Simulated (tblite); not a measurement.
**Run report: C$_{5}$H$_{14}$BNSi, geometry relaxation (part 1 of 2)**

C$_{5}$H$_{14}$BNSi, SMILES C=C(C)BN(C)C[SiH3], computed with GFN2-xTB geometry optimisation, gas phase (tblite 0.8.0).

It belongs to a series of runs on one base structure; here: C replaced by Si.

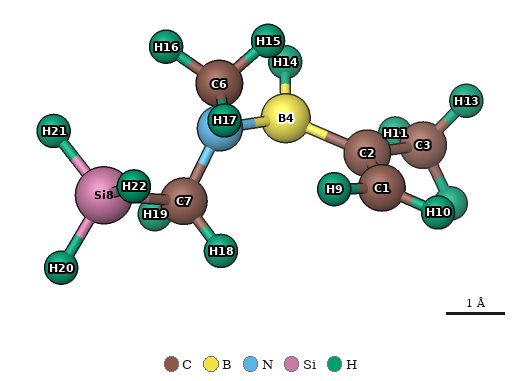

**Figure 1.** The structure as given in the input (ball-and-stick view, seen at a tilt; atoms are numbered from 1 in the order of the input).

### Input file
```
{"job": {"kind": "relax", "xc": "GFN2-xTB", "basis": "xTB"}, "charge": 0, "multiplicity": 1}
C     -1.767200     0.095200    -1.243800
C     -1.911500    -0.284400     0.010800
C     -3.173200    -0.815800     0.593100
B     -0.688900    -0.201700     0.986900
N      0.681500     0.138100     0.567700
C      0.956100     1.510100     0.303000
C      1.416800    -0.829300    -0.160900
Si     3.091600    -0.087700    -0.551000
H     -0.766400     0.459400    -1.518500
H     -2.595100     0.060200    -1.950500
H     -3.012200    -1.406100     1.533400
H     -3.578500    -1.593600    -0.125100
H     -3.889300     0.021600     0.739800
H     -0.972400     0.033600     2.124100
H      0.058900     2.118200     0.621800
H      1.774700     1.844200     1.004700
H      1.187400     1.664100    -0.762400
H      0.955400    -1.203600    -1.097400
H      1.637500    -1.730900     0.487300
H      3.906100    -1.138100    -1.170400
H      3.705200     0.339400     0.719100
H      2.973000     1.026700    -1.513300
```

The first line tells a small driver script what to run in tblite; the rest is the geometry in Å.

Run on 1 CPU thread, shared host.

Launch command:
```bash
OMP_NUM_THREADS=1 python <driver script> task.json out
```

### The program's output
```
step      E/eV     max force
  0    -643.61579    2.021
  1    -643.88623    1.226
  2    -644.01610    0.987
  3    -644.10499    0.704
  4    -644.15803    0.432
  5    -644.18110    0.405
  6    -644.21763    0.502
  7    -644.24689    0.482
  8    -644.27572    0.477
  9    -644.30410    0.391
 10    -644.33649    0.455
 11    -644.36988    0.529
 12    -644.40115    0.465
 13    -644.42593    0.375
 14    -644.44854    0.387
 15    -644.47535    0.479
 16    -644.50651    0.412
 17    -644.53610    0.426
 18    -644.56137    0.317
 19    -644.58446    0.312
 20    -644.60955    0.403
 21    -644.64002    0.479
 22    -644.67192    0.474
 23    -644.70226    0.480
 24    -644.73565    0.443
 25    -644.77558    0.459
 26    -644.81647    0.486
 27    -644.84169    0.550
 28    -644.88076    0.473
 29    -644.91257    0.415
 30    -644.95775    0.450
 31    -644.99138    0.403
 32    -645.01782    0.375
 33    -645.03434    0.361
 34    -645.05134    0.322
 35    -645.07044    0.325
 36    -645.09887    0.355
 37    -645.11794    0.365
 38    -645.13683    0.268
 39    -645.15743    0.333
 40    -645.17877    0.292
 41    -645.19521    0.326
 42    -645.20859    0.259
 43    -645.22046    0.273
 44    -645.23241    0.240
 45    -645.24200    0.221
 46    -645.25138    0.243
 47    -645.26341    0.202
 48    -645.27393    0.206
 49    -645.28153    0.205
 50    -645.28758    0.157
 51    -645.29310    0.146
 52    -645.29883    0.151
 53    -645.30477    0.189
 54    -645.31097    0.182
 55    -645.31755    0.177
 56    -645.32324    0.172
 57    -645.32837    0.171
 58    -645.33249    0.129
 59    -645.33582    0.153
 60    -645.33904    0.143
 61    -645.34298    0.121
 62    -645.34663    0.121
 63    -645.34968    0.129
 64    -645.35253    0.140
 65    -645.35571    0.128
 66    -645.35892    0.112
 67    -645.36174    0.166
 68    -645.36447    0.134
 69    -645.36753    0.123
 70    -645.37178    0.117
 71    -645.37501    0.112
 72    -645.37903    0.115
 73    -645.38150    0.100
 74    -645.38304    0.121
 75    -645.38468    0.092
 76    -645.38633    0.078
 77    -645.38900    0.107
 78    -645.39066    0.116
 79    -645.39343    0.130
 80    -645.39599    0.120
 81    -645.39828    0.087
 82    -645.39967    0.088
 83    -645.40051    0.066
 84    -645.40107    0.069
 85    -645.40168    0.064
 86    -645.40248    0.055
 87    -645.40326    0.061
 88    -645.40448    0.089
 89    -645.40585    0.094
 90    -645.40753    0.090
 91    -645.40921    0.079
 92    -645.41087    0.093
 93    -645.41275    0.113
 94    -645.41545    0.133
 95    -645.41921    0.132
 96    -645.42361    0.214
 97    -645.42845    0.244
 98    -645.43421    0.209
 99    -645.44056    0.158
100    -645.44694    0.198
101    -645.44951    0.342
102    -645.45879    0.181
103    -645.46457    0.165
104    -645.47147    0.188
105    -645.47680    0.227
106    -645.48394    0.204
107    -645.49173    0.196
108    -645.49472    0.126
109    -645.49784    0.099
110    -645.50068    0.135
111    -645.50302    0.145
112    -645.50615    0.112
113    -645.50886    0.111
114    -645.51115    0.084
115    -645.51247    0.115
116    -645.51360    0.068
117    -645.51462    0.082
118    -645.51565    0.066
119    -645.51647    0.058
120    -645.51717    0.059
121    -645.51794    0.062
122    -645.51865    0.069
123    -645.51944    0.083
124    -645.52048    0.079
125    -645.52175    0.087
126    -645.52277    0.091
127    -645.52331    0.108
128    -645.52449    0.066
129    -645.52537    0.045
130    -645.52649    0.065
131    -645.52763    0.092
132    -645.52897    0.126
133    -645.53013    0.122
134    -645.53156    0.072
135    -645.53254    0.087
136    -645.53382    0.080
137    -645.53483    0.065
138    -645.53538    0.093
139    -645.53602    0.060
140    -645.53659    0.052
141    -645.53753    0.062
142    -645.53860    0.079
143    -645.54004    0.067
144    -645.54131    0.061
145    -645.54223    0.051
146    -645.54279    0.053
147    -645.54320    0.068
148    -645.54354    0.048
149    -645.54392    0.043
150    -645.54451    0.046
151    -645.54528    0.060
152    -645.54631    0.083
153    -645.54716    0.091
154    -645.54794    0.083
155    -645.54869    0.068
156    -645.54953    0.046
157    -645.55017    0.034
158    -645.55052    0.049
159    -645.55079    0.034
160    -645.55100    0.031
161    -645.55127    0.029
162    -645.55144    0.031
163    -645.55173    0.032
164    -645.55200    0.039
165    -645.55223    0.032
166    -645.55237    0.029
167    -645.55246    0.026
168    -645.55253    0.018
169    -645.55260    0.018
170    -645.55268    0.023
171    -645.55278    0.026
172    -645.55291    0.027
173    -645.55310    0.028
174    -645.55334    0.033
175    -645.55358    0.036
176    -645.55377    0.040
177    -645.55393    0.033
178    -645.55407    0.021
179    -645.55420    0.023
180    -645.55435    0.021
181    -645.55449    0.027
182    -645.55465    0.026
183    -645.55480    0.021
184    -645.55494    0.023
185    -645.55506    0.025
186    -645.55516    0.025
187    -645.55526    0.022
188    -645.55538    0.023
189    -645.55552    0.023
190    -645.55566    0.024
191    -645.55578    0.025
192    -645.55589    0.025
193    -645.55603    0.029
194    -645.55627    0.032
195    -645.55663    0.038
196    -645.55705    0.040
197    -645.55744    0.045
198    -645.55783    0.039
199    -645.55824    0.041
200    -645.55892    0.065
201    -645.55974    0.072
202    -645.56044    0.055
203    -645.56091    0.083
204    -645.56165    0.071
205    -645.56277    0.103
206    -645.56405    0.118
207    -645.56508    0.101
208    -645.56550    0.126
209    -645.56616    0.109
210    -645.56708    0.035
211    -645.56765    0.046
212    -645.56818    0.056
213    -645.56857    0.035
214    -645.56881    0.059
215    -645.56898    0.037
216    -645.56918    0.026
217    -645.56932    0.019
218    -645.56938    0.022
219    -645.56949    0.030
220    -645.56961    0.026
221    -645.56975    0.024
222    -645.56990    0.027
223    -645.57007    0.039
224    -645.57025    0.032
225    -645.57043    0.029
226    -645.57063    0.033
227    -645.57081    0.046
228    -645.57098    0.042
229    -645.57113    0.031
230    -645.57127    0.028
231    -645.57138    0.025
232    -645.57147    0.026
233    -645.57155    0.022
234    -645.57160    0.021
235    -645.57165    0.020
236    -645.57169    0.021
237    -645.57174    0.014
238    -645.57180    0.018
239    -645.57186    0.020
240    -645.57193    0.023
241    -645.57201    0.022
242    -645.57211    0.021
243    -645.57224    0.027
244    -645.57238    0.025
245    -645.57252    0.024
246    -645.57265    0.027
247    -645.57277    0.025
248    -645.57291    0.029
249    -645.57306    0.025
250    -645.57320    0.024
251    -645.57332    0.022
252    -645.57343    0.027
253    -645.57355    0.028
254    -645.57365    0.022
255    -645.57371    0.013
256    -645.57375    0.009
```

### Trajectory as extended XYZ (Å, eV, eV/Å), 10 of the 257 frames kept, from step=0 to step=256
```
22
Properties=species:S:1:pos:R:3:forces:R:3 step=0 energy=-643.61579
C    -1.7672    0.0952   -1.2438    0.3230   0.3080  -0.7800
C    -1.9115   -0.2844    0.0108    1.0200  -1.1000   1.2190
C    -3.1732   -0.8158    0.5931   -1.0310  -1.3310  -0.3470
B    -0.6889   -0.2017    0.9869    0.1570   1.4140   0.3840
N     0.6815    0.1381    0.5677   -1.6870  -0.9800   0.5270
C     0.9561    1.5101    0.3030   -0.4230   1.1600   1.4160
C     1.4168   -0.8293   -0.1609    0.8330  -0.9810  -0.1830
Si    3.0916   -0.0877   -0.5510    1.1760  -0.0670  -0.2820
H    -0.7664    0.4594   -1.5185   -0.9370  -0.1940  -0.4000
H    -2.5951    0.0602   -1.9505    0.4170   0.2780  -0.0050
H    -3.0122   -1.4061    1.5334   -0.0930   0.9730  -0.6410
H    -3.5785   -1.5936   -0.1251   -0.0630   1.0490   0.6050
H    -3.8893    0.0216    0.7398    0.2840  -0.8370   0.0170
H    -0.9724    0.0336    2.1241    0.1910  -0.1490  -0.1530
H     0.0589    2.1182    0.6218    0.7810  -0.4640  -0.5940
H     1.7747    1.8442    1.0047   -0.3010   0.0710  -0.9480
H     1.1874    1.6641   -0.7624   -0.2640   0.4020   0.6090
H     0.9554   -1.2036   -1.0974   -0.2040   0.0090   0.2940
H     1.6375   -1.7309    0.4873   -0.5420   0.6330  -0.5120
H     3.9061   -1.1381   -1.1704    0.0320   0.0420  -0.0070
H     3.7052    0.3394    0.7191    0.0200  -0.0210  -0.2570
H     2.9730    1.0267   -1.5133    0.3130  -0.2160   0.0400
22
Properties=species:S:1:pos:R:3:forces:R:3 step=28 energy=-644.88076
C    -1.8571   -0.2750   -1.2853   -0.1430  -0.2010  -0.1690
C    -1.9157   -0.5565    0.0198   -0.0070   0.3080  -0.1700
C    -3.2260   -1.0908    0.5884    0.4380   0.0370  -0.1600
B    -0.8227    0.2298    0.8279    0.0360  -0.0720   0.1160
N     0.5271    0.3959    0.4874    0.0300  -0.0870  -0.0540
C     1.1284    1.7027    0.6919   -0.0240  -0.1950  -0.0880
C     1.3629   -0.5545   -0.2549    0.0630   0.2260   0.0680
Si    3.2174   -0.2051   -0.5878   -0.0850   0.0610  -0.0340
H    -0.9977    0.1550   -1.7891   -0.1510  -0.0880   0.3010
H    -2.6959   -0.4535   -1.9376   -0.1250  -0.1510  -0.1520
H    -3.0675   -1.6930    1.4822    0.0730   0.1930   0.0440
H    -3.7291   -1.7256   -0.1401    0.0130   0.0820  -0.0820
H    -3.8948   -0.2549    0.8250    0.2210  -0.1840   0.0600
H    -1.2540    0.9641    1.6451    0.0290   0.0500  -0.0010
H     0.5329    2.2999    1.3803   -0.0100  -0.1140  -0.0150
H     2.1436    1.6270    1.0723    0.1190  -0.0270   0.1310
H     1.1637    2.2303   -0.2665    0.0470   0.0850  -0.0080
H     0.9810   -0.7176   -1.2759   -0.2720  -0.1070   0.3000
H     1.3708   -1.5269    0.2616   -0.4210   0.1890  -0.1020
H     3.6523   -1.5125   -1.0827    0.1470   0.0350  -0.0640
H     4.0334    0.1637    0.5716   -0.0420  -0.0220  -0.0040
H     3.3367    0.8168   -1.6353    0.0650  -0.0190   0.0830
22
Properties=species:S:1:pos:R:3:forces:R:3 step=57 energy=-645.32837
C    -1.9129   -0.5663   -1.5621   -0.0210  -0.0060  -0.0340
C    -1.8661   -0.3386   -0.2562   -0.0810   0.0320   0.1110
C    -2.7893   -1.0895    0.6648   -0.0860  -0.0820   0.0650
B    -0.9586    0.7466    0.4356    0.0440  -0.0310  -0.0210
N     0.4202    0.6858    0.3987    0.0120   0.0030  -0.0550
C     1.2455    1.6988    1.0163   -0.0380   0.0200   0.0220
C     1.0961   -0.3916   -0.3138    0.0530  -0.0120  -0.0010
Si    2.9720   -0.3132   -0.6172   -0.0130   0.0140  -0.0420
H    -1.2868   -0.0357   -2.2616   -0.0220   0.0490  -0.0220
H    -2.5881   -1.2844   -2.0031   -0.0310  -0.0290  -0.0080
H    -2.2304   -1.6627    1.4057    0.0880   0.0240  -0.0540
H    -3.4290   -1.7760    0.1131   -0.0260  -0.0100  -0.0100
H    -3.4157   -0.3918    1.2196   -0.0130   0.0320  -0.0450
H    -1.4451    1.6227    1.0399   -0.1470   0.0750   0.0450
H     0.6380    2.2429    1.7371    0.0460   0.0590   0.0010
H     2.0979    1.2657    1.5443   -0.0700  -0.0100  -0.0540
H     1.6101    2.4152    0.2711    0.0910  -0.0790   0.0270
H     0.6278   -0.4854   -1.2972    0.0230  -0.0620   0.0270
H     0.8755   -1.3325    0.2065    0.0300  -0.0140  -0.0050
H     3.3179   -1.5558   -1.3043    0.0170  -0.0410  -0.0230
H     3.7089   -0.2544    0.6433    0.1080   0.0150   0.0290
H     3.3018    0.8195   -1.4822    0.0360   0.0510   0.0480
22
Properties=species:S:1:pos:R:3:forces:R:3 step=85 energy=-645.40168
C    -2.0618   -0.5305   -1.6220    0.0110   0.0270  -0.0320
C    -1.9021   -0.2925   -0.3274   -0.0360  -0.0130  -0.0170
C    -2.6800   -1.1005    0.6801    0.0310   0.0210  -0.0010
B    -0.9772    0.8259    0.2902   -0.0150  -0.0060  -0.0040
N     0.3991    0.7074    0.3309    0.0050  -0.0010   0.0160
C     1.2353    1.6350    1.0567    0.0250  -0.0090  -0.0090
C     1.0994   -0.4354   -0.2435    0.0040   0.0110   0.0120
Si    2.9615   -0.2685   -0.6351    0.0170  -0.0150   0.0080
H    -1.5368    0.0366   -2.3749   -0.0040  -0.0030  -0.0080
H    -2.7367   -1.2899   -1.9913    0.0110   0.0050  -0.0220
H    -1.9952   -1.6142    1.3553   -0.0120  -0.0010   0.0100
H    -3.3145   -1.8412    0.1938    0.0100   0.0370   0.0250
H    -3.3002   -0.4374    1.2837    0.0020  -0.0410  -0.0150
H    -1.4716    1.7635    0.7984   -0.0190   0.0100   0.0050
H     0.6203    2.4219    1.4858   -0.0240  -0.0090   0.0220
H     1.7650    1.1246    1.8657    0.0040  -0.0120   0.0220
H     1.9778    2.0996    0.4026   -0.0030  -0.0080  -0.0170
H     0.5776   -0.7178   -1.1610   -0.0160   0.0050   0.0340
H     0.9889   -1.2956    0.4325    0.0170   0.0030   0.0260
H     3.2997   -1.3995   -1.4985    0.0130  -0.0340   0.0180
H     3.7355   -0.3422    0.6091    0.0140   0.0080  -0.0250
H     3.3057    0.9702   -1.3328   -0.0370   0.0220  -0.0470
```
